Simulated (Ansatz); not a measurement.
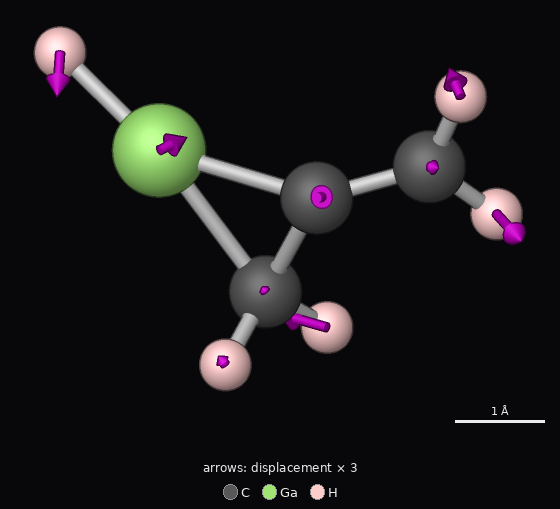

A relaxation of C$_{3}$H$_{5}$Ga. The starting structure is drawn; purple arrows show the displacements, 3 times their true length. The two geometries are superimposed by the best rigid fit.

Style: ball-and-stick. Shown at a tilt.

The start comes from GFN2-xTB.

Computed with Ansatz 0.2.0, RKS PBE0-D4/def2-TZVP. Settings: force threshold 0.005 eV/Å; at most 150 steps.

> Which element moves most?

Hydrogen: up to 0.28 Å, against 0.14 Å for gallium.

> What did the optimiser do to the structure, and how much energy did it gain?

The energy falls by 0.276 eV in 10 accepted moves (13 points after the start). Largest force component: 1.9 eV/Å at the start, 0.0023 eV/Å at the end. The line search rejected the trial steps at points 3, 6, 12 of the run. The atom that moves furthest after the best rigid fit is an H atom (0.28 Å). Largest moves by element: H 0.28 Å, Ga 0.14 Å, C 0.13 Å. Among the contacts that change: Ga–H 1.615 → 1.538 Å, C–C 1.570 → 1.508 Å, C–Ga 1.962 → 1.902 Å, C–Ga 2.041 → 1.982 Å. Bond angles that change, for instance: Ga–C–H 142.8° → 132.2°, C–Ga–H 152.6° → 160.8°, C–C–C 124.1° → 132.2°. Cost: 71 s on 2 threads of Arm Neoverse V1 (shared host).
